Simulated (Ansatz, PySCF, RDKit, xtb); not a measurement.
# SiHSF: from the formula to a structure, part 2 of 2

Task: start from the formula SiHSF, draw up candidate structures, narrow them down in stages, and characterise the one that lies lowest at 298.15 K.

xtb, Ansatz and PySCF; isolated molecules.

### 13 Frequencies after a tight-binding relaxation (GFN2-xTB)

File start.xyz:

```xyz
4
c437
F      1.227791     0.500102    -0.987598
S     -0.713043    -1.618732     0.261412
Si    -0.226613     0.050969    -0.555490
H     -1.082744     1.193451    -0.923695
```

Command:

```console
xtb start.xyz --gfn 2 --ohess tight
```

Output (excerpt; [...] marks lines left out):

```text
* xtb version 6.7.1
[...]
          :  # basis functions                  25          :
[...]
          :  # electrons                        18          :
[...]
          :  Hamiltonian                  GFN2-xTB          :
[...]
          :  net charge                          0          :
          :  unpaired electrons                  0          :
[...]
   *** convergence criteria satisfied after 16 iterations ***
[...]
   *** GEOMETRY OPTIMIZATION CONVERGED AFTER 8 ITERATIONS ***
[...]
   *** convergence criteria satisfied after 3 iterations ***
[...]
         ::                     SUMMARY                     ::
         :::::::::::::::::::::::::::::::::::::::::::::::::::::
         :: total energy             -10.298846649552 Eh    ::
         :: gradient norm              0.000597964222 Eh/a0 ::
         :: HOMO-LUMO gap              3.146453554270 eV    ::
         ::.................................................::
         :: SCC energy               -10.350816379941 Eh    ::
         :: -> isotropic ES            0.026147263878 Eh    ::
         :: -> anisotropic ES          0.001700027741 Eh    ::
         :: -> anisotropic XC         -0.013842869273 Eh    ::
         :: -> dispersion             -0.002106232576 Eh    ::
         :: repulsion energy           0.051969730389 Eh    ::
         :: add. restraining           0.000000000000 Eh    ::
         :: total charge              -0.000000000000 e     ::
         :::::::::::::::::::::::::::::::::::::::::::::::::::::
[...]
         9        2.0000           -0.3915170             -10.6537 (HOMO)
        10                         -0.2758869              -7.5073 (LUMO)
[...]
     #   Z          covCN         q      C6AA      α(0)
     1   9          0.705    -0.241    11.680     4.035
     2  16          0.883    -0.242   149.376    20.673
     3  14          2.512     0.501   175.509    29.029
     4   1          0.924    -0.018     3.390     2.880
[...]
molecular dipole:
                 x           y           z       tot (Debye)
 q only:       -0.454       0.545      -0.169
   full:       -0.262       1.521      -0.633       4.240
molecular quadrupole (traceless):
[...]
          | TOTAL ENERGY              -10.298846649552 Eh   |
          | TOTAL ENTHALPY            -10.281428242716 Eh   |
          | TOTAL FREE ENERGY         -10.313059593787 Eh   |
          | GRADIENT NORM               0.000597973565 Eh/α |
[...]
```

It took 0.063 s on 2 threads of Arm Neoverse V2, shared host.

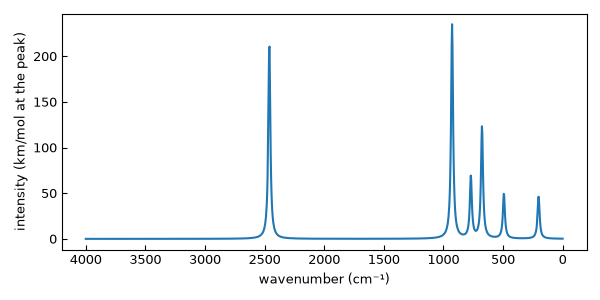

Harmonic infrared spectrum, unscaled, lines broadened by 10 cm⁻¹.

### 14 Electronic excitations (TD-PBE0/def2-SVPD)

An in-house driver calls PySCF's response routines at TD-PBE0/def2-SVPD; it has no typed input.

Output:

```text
coarse grid: 4960 points
cycle   1  E = -787.3984603460  dE =  2.729e-01  |g| = 5.368e-01  |ddm| = 2.235e+00
cycle   2  E = -787.2599936159  dE =  1.385e-01  |g| = 9.088e-01  |ddm| = 1.543e+00
cycle   3  E = -787.4694147519  dE = -2.094e-01  |g| = 6.842e-02  |ddm| = 1.037e+00
cycle   4  E = -787.4704361069  dE = -1.021e-03  |g| = 4.426e-02  |ddm| = 1.276e-01
cycle   5  E = -787.4709866936  dE = -5.506e-04  |g| = 5.462e-03  |ddm| = 5.374e-02
cycle   6  E = -787.4709953036  dE = -8.610e-06  |g| = 1.085e-03  |ddm| = 7.056e-03
final grid: 40648 points
cycle   7  E = -787.5531908012  dE = -2.853e-06  |g| = 4.938e-03  |ddm| = 2.451e-02
cycle   8  E = -787.5531762678  dE =  1.453e-05  |g| = 7.994e-03  |ddm| = 1.774e-02
cycle   9  E = -787.5531988641  dE = -2.260e-05  |g| = 7.561e-04  |ddm| = 1.145e-02
cycle  10  E = -787.5531990322  dE = -1.681e-07  |g| = 1.052e-04  |ddm| = 9.041e-04
cycle  11  E = -787.5531990341  dE = -1.925e-09  |g| = 4.706e-05  |ddm| = 1.213e-04
cycle  12  E = -787.5531990345  dE = -4.243e-10  |g| = 5.197e-06  |ddm| = 4.191e-05
converged SCF energy = -787.5531990345

Static polarisability (au): isotropic 46.905, principal 38.646 41.424 60.643

Singlet excitations
state   eV       nm        f      main configurations
  1   3.9859    311.1   0.00016   H->L 1.00
  2   5.2604    235.7   0.05908   H-1->L 0.74, H->L+1 0.19
  3   5.6497    219.5   0.04370   H->L+1 0.79, H-1->L 0.15
  4   6.0971    203.3   0.06405   H-1->L+1 0.97
  5   6.3860    194.2   0.00244   H-2->L 0.97
  6   7.3633    168.4   0.06052   H->L+2 0.77, H-2->L+1 0.18
  7   7.4991    165.3   0.00261   H-1->L+2 0.90
  8   7.5948    163.2   0.05857   H->L+3 0.92

Triplet excitations (Tamm-Dancoff, eV): 3.6610 3.6694 5.0957
```

Run time: 2.3 s. Hardware: 2 threads of Arm Neoverse V2, shared host.

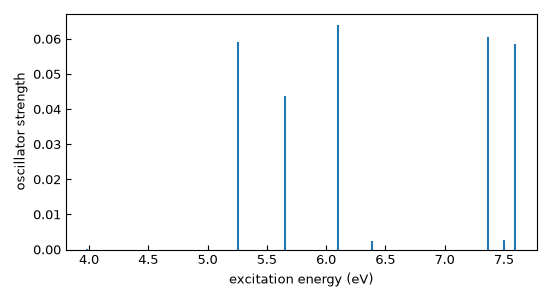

Vertical excitations as sticks.

The roots found:

```csv
excited state,energy (eV),strength
1,3.986,0.0002
2,5.260,0.0591
3,5.650,0.0437
4,6.097,0.0640
5,6.386,0.0024
6,7.363,0.0605
7,7.499,0.0026
8,7.595,0.0586
```

### 15 NMR shieldings (GIAO PBE0/pcSseg-1)

An in-house driver calls PySCF's response routines at GIAO PBE0/pcSseg-1; it has no typed input.

Output:

```text
coarse grid: 4960 points
cycle   1  E = -787.6928682511  dE =  2.972e-01  |g| = 5.897e-01  |ddm| = 2.016e+00
cycle   2  E = -787.5362280721  dE =  1.566e-01  |g| = 1.001e+00  |ddm| = 1.486e+00
cycle   3  E = -787.7719059087  dE = -2.357e-01  |g| = 9.229e-02  |ddm| = 1.052e+00
cycle   4  E = -787.7735188023  dE = -1.613e-03  |g| = 4.815e-02  |ddm| = 1.453e-01
cycle   5  E = -787.7741515533  dE = -6.328e-04  |g| = 4.848e-03  |ddm| = 5.168e-02
cycle   6  E = -787.7741576232  dE = -6.070e-06  |g| = 1.137e-03  |ddm| = 6.283e-03
final grid: 40648 points
cycle   7  E = -787.7983061275  dE = -1.032e-05  |g| = 4.351e-03  |ddm| = 1.312e-02
cycle   8  E = -787.7982981796  dE =  7.948e-06  |g| = 6.548e-03  |ddm| = 1.217e-02
cycle   9  E = -787.7983107332  dE = -1.255e-05  |g| = 8.420e-04  |ddm| = 8.366e-03
cycle  10  E = -787.7983109497  dE = -2.165e-07  |g| = 7.348e-05  |ddm| = 9.500e-04
cycle  11  E = -787.7983109511  dE = -1.460e-09  |g| = 3.771e-05  |ddm| = 1.163e-04
cycle  12  E = -787.7983109514  dE = -2.657e-10  |g| = 1.104e-05  |ddm| = 3.275e-05
converged SCF energy = -787.7983109514

GIAO shielding tensors (ppm)
atom      isotropic    diamagn.    paramagn.     s11        s22        s33       span
  0 F      224.574     470.375    -245.801     92.177    274.132    307.414    215.237
  1 S      460.438    1058.587    -598.150     31.504    658.953    690.857    659.353
  2 Si     265.488     879.790    -614.303    -41.446    245.761    592.148    633.594
  3 H       24.993      27.575      -2.583     20.180     21.645     33.154     12.974
```

Run time: 2 s. Hardware: 2 threads of Arm Neoverse V2, shared host.

Isotropic shieldings, averaged over atoms that the bond graph makes equivalent (absolute, not shifts):

| atoms | shielding (ppm) |
| --- | --- |
| F1 | 224.6 |
| S2 | 460.4 |
| Si3 | 265.5 |
| H4 | 24.99 |

### 16 The cation at the same geometry (PBE0/def2-TZVPD)

File input.yaml:

```yaml
crystal:
  periodic: [false, false, false]
  atoms:
    - {symbol: F, position_ang: [1.227791, 0.500102, -0.987598]}
    - {symbol: S, position_ang: [-0.713043, -1.618732, 0.261412]}
    - {symbol: Si, position_ang: [-0.226613, 0.050969, -0.555490]}
    - {symbol: H, position_ang: [-1.082744, 1.193451, -0.923695]}
basis:
  gaussian:
    orbitals: def2-TZVPD
magnetization:
  spin_polarized: true
  initial_magnetization: 1
hamiltonian:
  xc: {name: PBE0}
total_charge: 1
```

Command:

```console
ansatz run input.yaml --threads 2 --pin off --max-ram 4350MiB --events-out events.jsonl --progress --plain --runs-dir runs
```

Output:

```text
Warning: RAYON_NUM_THREADS=2 ignored (pool sized by the plan → 2); use --threads N
Functional definition: PBE0
  name "PBE0"
  parameter a = 0.25
  parameter kappa = 0.804
  parameter beta = 0.06672455060314922
  exchange = (1 - a)*pbe_x(kappa = kappa, mu = beta*pi^2/3) + a*exact_x
  correlation = pbe_c(beta = beta)
859 factors; their error is unknown
mean field evaluation 1: about -21422.4929 eV, gradient 5.1e1 eV
mean field evaluation 2: about -21354.9353 eV, gradient 1.3e2 eV
mean field evaluation 4: about -21429.7492 eV, gradient 7.8e0 eV
mean field evaluation 8: about -21430.0455 eV, gradient 1.1e-1 eV
mean field evaluation 16: about -21430.0875 eV, gradient 3.8e-4 eV
mean field evaluation 32: about -21429.9777 eV, gradient 6.9e-1 eV
mean field -21430.08752885 eV, -787.5411908502 hartree, gradient 1.5e-5 eV, S^2 0.755692; 2 other end points of the search recorded, 0 dependent functions left out
reference -21430.08755927 eV, -787.5411919679 hartree; 20, 19 occupied and 118, 119 virtual orbitals, 859 factors
Total energy: -21430.08755927 eV, -787.5411919679 hartree
```

Run time: 4.8 s. Hardware: 2 threads of Arm Neoverse V2, shared host.

Difference from the parent: 10.09 eV.

### 17 The anion at the same geometry (PBE0/def2-TZVPD)

input.yaml, as its differences from that of step 16:

```diff
@@ -10,2 +10,3 @@
     orbitals: def2-TZVPD
+total_charge: -1
 magnetization:
@@ -14,3 +15,4 @@
 hamiltonian:
-  xc: {name: PBE0}
-total_charge: 1
+  xc: pbe0
+scf:
+  lower_state_search: "off"
```

Command:

```console
ansatz run input.yaml --threads 2 --pin off --max-ram 4350MiB --events-out events.jsonl --progress --plain --runs-dir runs
```

Output (excerpt; [...] marks lines left out):

```text
Warning: RAYON_NUM_THREADS=2 ignored (pool sized by the plan → 2); use --threads N
Functional definition: PBE0
  name "PBE0"
[...]
859 factors; their error is unknown
[...]
mean field -21440.46332275 eV, -787.9224942429 hartree, gradient 6.4e-6 eV, S^2 0.756743; 0 other end points of the search recorded, 0 dependent functions left out
reference -21440.46336016 eV, -787.9224956180 hartree; 21, 20 occupied and 117, 118 virtual orbitals, 859 factors
Total energy: -21440.46336016 eV, -787.9224956180 hartree
Checks for a lower state left out: stability, starts, cluster_reference, orbital_swaps, neighbouring_geometries, increment
```

Run time: 1.9 s. Hardware: 2 threads of Arm Neoverse V2, shared host.

Parent less the species with the added electron: 0.29 eV.

### 18 The triplet at the same geometry (PBE0/def2-TZVPD)

File input.yaml:

```yaml
crystal:
  periodic: [false, false, false]
  atoms:
    - symbol: F
      position_ang: [1.227791, 0.500102, -0.987598]
    - symbol: S
      position_ang: [-0.713043, -1.618732, 0.261412]
    - symbol: Si
      position_ang: [-0.226613, 0.050969, -0.555490]
    - symbol: H
      position_ang: [-1.082744, 1.193451, -0.923695]
basis:
  gaussian:
    orbitals: def2-TZVPD
magnetization:
  spin_polarized: true
  initial_magnetization: 2
hamiltonian:
  xc: pbe0
```

Command:

```console
ansatz run input.yaml --threads 2 --pin off --max-ram 4350MiB --events-out events.jsonl --progress --plain --runs-dir runs
```

Output:

```text
Warning: RAYON_NUM_THREADS=2 ignored (pool sized by the plan → 2); use --threads N
Functional definition: PBE0
  name "PBE0"
  parameter a = 0.25
  parameter kappa = 0.804
  parameter beta = 0.06672455060314922
  exchange = (1 - a)*pbe_x(kappa = kappa, mu = beta*pi^2/3) + a*exact_x
  correlation = pbe_c(beta = beta)
859 factors; their error is unknown
mean field evaluation 1: about -21434.8383 eV, gradient 2.2e1 eV
mean field evaluation 2: about -21432.6223 eV, gradient 3.6e1 eV
mean field evaluation 4: about -21436.4282 eV, gradient 1.0e0 eV
mean field evaluation 8: about -21436.4359 eV, gradient 3.7e-2 eV
mean field evaluation 16: about -21436.4784 eV, gradient 3.7e-4 eV
mean field evaluation 32: about -21436.4787 eV, gradient 4.4e-3 eV
mean field evaluation 64: about -21436.3245 eV, gradient 2.5e0 eV
mean field -21436.47881909 eV, -787.7760664342 hartree, gradient 6.8e-6 eV, S^2 2.010536; 5 other end points of the search recorded, 0 dependent functions left out
reference -21436.47885806 eV, -787.7760678665 hartree; 21, 19 occupied and 117, 119 virtual orbitals, 859 factors
Total energy: -21436.47885806 eV, -787.7760678665 hartree
```

Wall time 16 s (2 threads of Arm Neoverse V2, shared host); peak memory 0.42 GiB.

It lies 3.70 eV above the singlet.

### 19 Stability of the closed-shell solution (PBE0/def2-SVP)

File calc.py:

```python
from pyscf import gto, dft

mol = gto.Mole()
mol.atom = [
    ('F', (1.227791, 0.500102, -0.987598)),
    ('S', (-0.713043, -1.618732, 0.261412)),
    ('Si', (-0.226613, 0.050969, -0.555490)),
    ('H', (-1.082744, 1.193451, -0.923695)),
]
mol.verbose = 3
mol.max_memory = 3100
mol.charge = 0
mol.basis = 'def2-svp'
mol.build()

mf = dft.RKS(mol, xc='pbe0')
mf = mf.density_fit(auxbasis='def2-universal-jkfit')
mf.grids.level = 3
mf.max_cycle = 100
mf.kernel()
if not mf.converged:
    mf = mf.newton().run(mf.mo_coeff, mf.mo_occ)

etot = mf.e_tot
print('Final energy', etot)
mo_i, mo_e, stable_i, stable_e = mf.stability(internal=True, external=True, return_status=True)
print('stable: internal', stable_i, 'external', stable_e)
```

Command:

```console
OMP_NUM_THREADS=2 python calc.py
```

Output:

```text
converged SCF energy = -787.536439497709
Final energy -787.5364394977091
<class 'pyscf.df.df_jk.DFRKS'> wavefunction is stable in the internal stability analysis
<class 'pyscf.df.df_jk.DFRKS'> wavefunction is stable in the real -> complex stability analysis
<class 'pyscf.df.df_jk.DFRKS'> wavefunction is stable in the RHF/RKS -> UHF/UKS stability analysis
stable: internal True external True
```

It took 11 s on 2 threads of Arm Neoverse V2, shared host.

### 20 Summary of results

This closing draws on all 2 parts.

| quantity | value |
| --- | --- |
| lowest structure found | F[SiH]=S, singlet, Cs |
| next finalist | [F][Si][SH] ‡, singlet, 7.9 kcal/mol higher in G |
| share at equilibrium, among the finalists | 100.0 % |
| funnel | 16 starts, 6 minima at GFN2-xTB, 8 screening runs, 3 relaxed, 3 ranked |
| CPU time of all runs | 7.2 min |
| harmonic wavenumbers, lowest and highest (PBE0-D4/def2-TZVP) | 278 and 2285 cm⁻¹ |
| rotational constants, same geometry | 1.219, 0.135, 0.1215 cm⁻¹ |
| dipole moment (PBE0/def2-TZVPD) | 2.19 D |
| HOMO energy (PBE0/def2-TZVPD) | -7.78 eV |
| LUMO energy (PBE0/def2-TZVPD) | -2.16 eV |
| HOMO–LUMO gap (PBE0/def2-TZVPD) | 5.62 eV |
| lowest excitation (TD-PBE0/def2-SVPD) | 3.99 eV (f = 0.000) |
| strongest of the states computed, same level | 6.10 eV (f = 0.064) |
| lowest triplet excitation, same level, Tamm-Dancoff | 3.66 eV |
| vertical ionisation energy | 10.09 eV |
| vertical electron affinity | 0.29 eV |
| vertical triplet less singlet | +3.70 eV |

What this shows: The search ends on `F[SiH]=S`. Among the finalists first place is clear (7.9 kcal/mol); structures outside the list aren't covered. r2SCAN-D4/def2-SVP, PBE0-D4/def2-TZVP, HF/def2-TZVPP and MP2/def2-TZVPP already put its bonding pattern lowest among the structures in one piece. The largest share of the time went into the vibrations (26 %). The search is not exhaustive (a finite list of starts, one conformer a finalist), so a lower isomer can't be ruled out.

‡ marks the bonded skeleton alone, with all bonds drawn single: no Lewis structure was assigned that passes a check against the bond lengths.
